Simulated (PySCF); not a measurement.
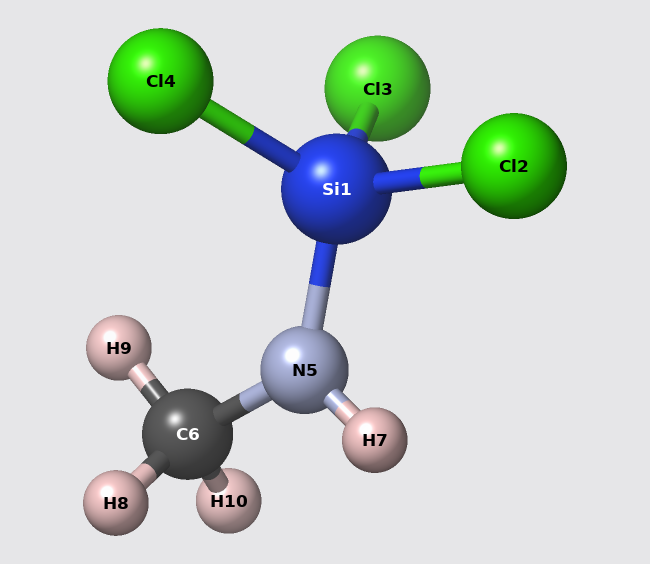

The computed structure is the end point of a PBE0-D3(BJ)/def2-SVP optimisation. No frequency run is at hand to confirm it as a minimum.

Q: How are the neighbours of atom 5 arranged?

A: N5 has 3 neighbours (Si1 at 1.69, C6 at 1.44, H7 at 1.01 Å); the arrangement is trigonal planar.

Q: Describe the coordination of atom 1.

A: Si1 has 4 neighbours (Cl2 at 2.05, Cl3 at 2.05, Cl4 at 2.05, N5 at 1.69 Å); the arrangement is tetrahedral.

Q: Describe the coordination of atom 6.

A: C6 has 4 neighbours (N5 at 1.44, H8 at 1.10, H9 at 1.10, H10 at 1.10 Å); the arrangement is tetrahedral.

Q: What is the dihedral angle Cl4–Si1–N5–C6?

A: 58° in size, that is gauche.
